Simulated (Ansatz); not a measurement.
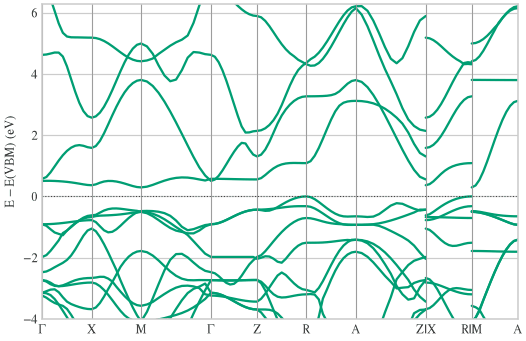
*Band structure from the program Ansatz at the r²SCAN level (PAW)*

Problem. Read off the gap and where the band edges lie.

Solution. About 0.3 eV (0.29 eV by a search for the band edges); maximum at R, minimum at M.

The material is CoBiO3 in space group P4mm (No. 99; Co on 1b, Bi on 1a, O on 2c, O on 1b).

The workflow started from a Materials Project entry (that database holds measured and hypothetical structures alike); the Crystallography Open Database copy checked does not list it. Whether it is the stable phase at ambient conditions was not checked. Symmetry was held in the r²SCAN relaxation; its stability against distortions is not shown here. No spin polarisation was allowed. No Hubbard U is applied. Spin–orbit coupling is left out wherever it is not named.

Potentials: the later of the program's two PAW sets.
